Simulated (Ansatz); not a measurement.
# AgBrH, charge +1: a pair, distance and angle

The runs use Ansatz 0.2.0; RKS B3LYP-D4/def2-TZVPD.

## 1. Where the work starts

3 atoms, charge 1, spin multiplicity 1.

Atoms are counted from 1 here; the program's logs count them from 0.

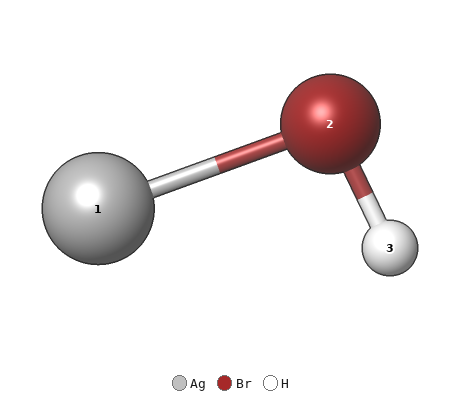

Start geometry, drawn with silver light grey, bromine red, hydrogen white; atoms are numbered from 1 in the order of the file.

As a file:

```xyz
3
charge 1, multiplicity 1
Ag    0.0290   -0.0227   -1.8455
Br    0.5229   -0.4098    0.6795
H    -0.5518    0.4325    1.1659
```

## 5. The grid

- distance Br2···Ag1: 13 values from 2.199 to 4.799 Å
- turn of Ag1 about Br2: 13 values from −120 to 120 °

Nothing else is relaxed (both partners rigid). Energies count from the ion and the molecule far apart, frozen as in the relaxed pair, each in its own basis (no counterpoise correction). Points are written as (first, second).

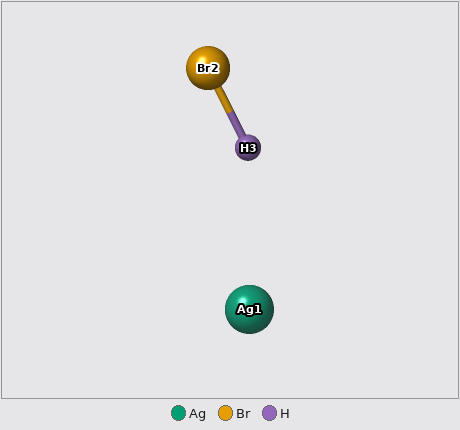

The geometry at (3.937 Å, −80°).

(The set-up runs are not shown.)

## 6. The run at (2.573 Å, 0°)

Input file input.yaml:

```yaml
crystal:
  periodic: [false, false, false]
  atoms:
    - { symbol: Ag, position_ang: [0.041044, -0.03217, -1.819191] }
    - { symbol: Br, position_ang: [0.51363, -0.40259, 0.682764] }
    - { symbol: H, position_ang: [-0.546341, 0.428229, 1.180443] }
total_charge: 1
basis:
  gaussian: { orbitals: def2-TZVPD }
hamiltonian:
  xc: { name: B3LYP }
  dispersion: d4
output:
  forces: true
```

On the command line:

```
> ansatz run input.yaml --threads 1 --pin off --max-ram 2048MiB --backend cpu --events-out ev --progress --plain --runs-dir out
```

Q: Estimate wall time and peak memory on 1 thread of Intel Xeon 6975P-C (Granite Rapids), shared host.

About 2.6 s, with a peak of 0.2 GiB.
